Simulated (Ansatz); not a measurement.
C₂H₆CdO

Input file:

```
crystal:
  periodic: [false, false, false]
  atoms:
    - {symbol: C, position_ang: [0.019208, 2.071713, -1.258199]}
    - {symbol: O, position_ang: [0.072530, 1.610372, 0.056447]}
    - {symbol: Cd, position_ang: [0.019176, -0.293219, 0.583559]}
    - {symbol: C, position_ang: [-0.025287, -2.255825, 1.289121]}
    - {symbol: H, position_ang: [0.851285, 1.709762, -1.882456]}
    - {symbol: H, position_ang: [0.078722, 3.168059, -1.254605]}
    - {symbol: H, position_ang: [-0.915313, 1.805047, -1.776485]}
    - {symbol: H, position_ang: [0.920071, -2.497589, 1.775527]}
    - {symbol: H, position_ang: [-0.183907, -2.944617, 0.459004]}
    - {symbol: H, position_ang: [-0.836486, -2.373693, 2.008066]}
basis:
  gaussian: {orbitals: def2-TZVPP}
hamiltonian: {xc: pbe0, dispersion: d4}
output: {orbitals: {seedname: orbitals}}
```

Run with:

```sh
ansatz run in.yaml --threads 4 --pin off --events-out ev --progress --plain --max-ram 10444MiB
```

Geometry: PBE0-D4/def2-TZVP; core potentials replace the inner electrons of Cd.

Computed with RKS PBE0-D4/def2-TZVPP in Ansatz 0.2.0.

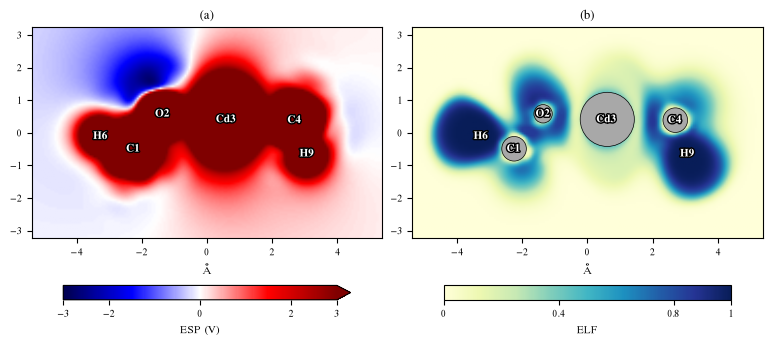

Figure 1. (a) electrostatic potential; (b) ELF on the plane of atoms O2, C1 and H6. Grey discs cover the atomic cores in the ELF map.

**What does the map show?**

The section cuts through C, O, Cd and H sites.
C–O (1.39 Å): the ELF peaks at about 0.85 between the atoms: a polar covalent bond.
Cd–O (1.98 Å): the ELF peaks at about 0.85 in the valence shell of O, 0.6 Å from its nucleus, and drops to about 0.15 between the two atoms.
C–Cd (2.09 Å): the ELF peaks at about 0.85 in the valence shell of C, 0.7 Å from its nucleus, and is about 0.35 at the midpoint.
C–H (1.09 Å): the ELF climbs to about 1 towards the hydrogen, as it does in any bond to H (an ordinary covalent bond to hydrogen).
The ELF also peaks beside O2, away from the bonds: lone-pair regions.
Outside the dense part of the molecule the potential is most negative (−2.7 V) near O2.

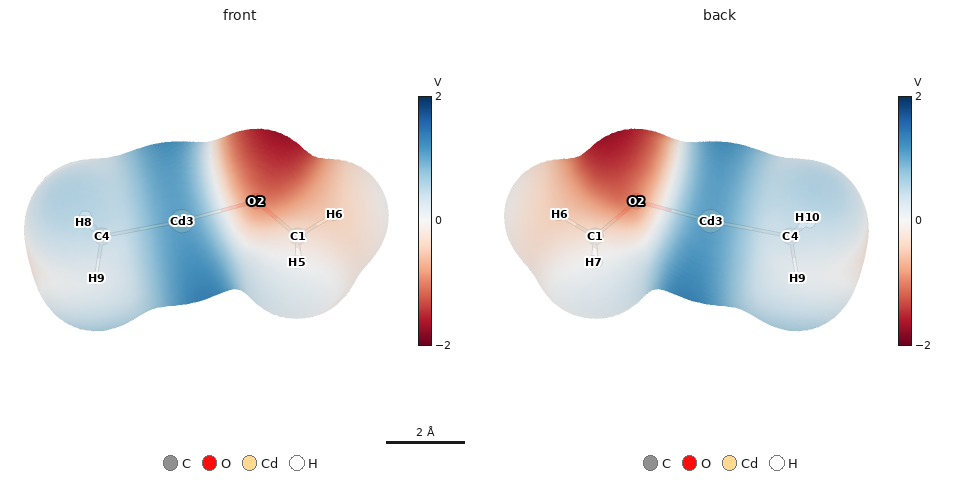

Figure 2. The molecular electrostatic potential painted on the density surface at 0.001 e/bohr³, seen from the front and from behind; the colour scale runs from red (negative) to blue (positive).

**Describe the electrostatic potential map.**

The most negative region (about −1.7 V) lies over O2, the most positive (about +1.3 V) over Cd3. O2 is the likeliest acceptor of a hydrogen bond.

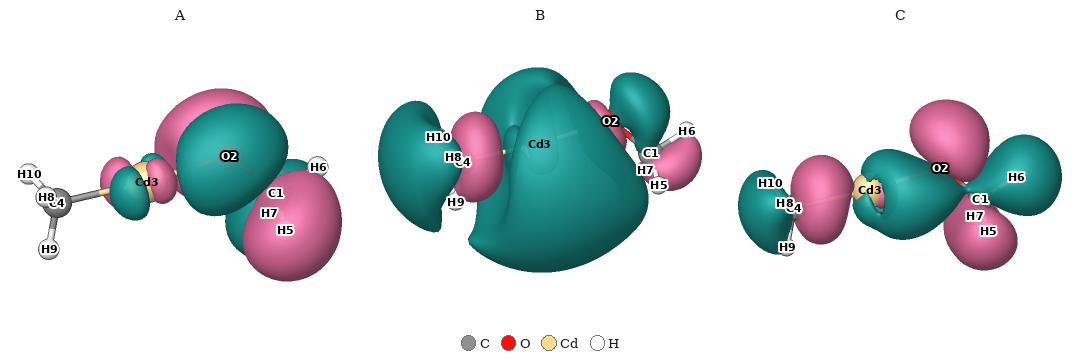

Figure 3. Three frontier orbitals at ±0.05 Å⁻³ᐟ² (teal and pink are the two phases), in no order.

**Which picture is the HOMO−1, the HOMO and the LUMO?**

C is the HOMO−1 (−7.06 eV). It lies mainly on O2 (about 55 %), C1 (about 15 %), Cd3 (about 10 %), H6 (about 10 %) and C4 (about 5 %). A is the HOMO (−6.75 eV). It lies mainly on O2 (about 65 %), C1 (about 15 %), Cd3 (about 5 %), H7 (about 5 %) and H5 (about 5 %). B is the LUMO (−0.52 eV). It lies mainly on Cd3 (about 55 %), C4 (about 15 %) and O2 (about 10 %).

**What is the HOMO–LUMO gap?**

6.23 eV between the orbital energies.
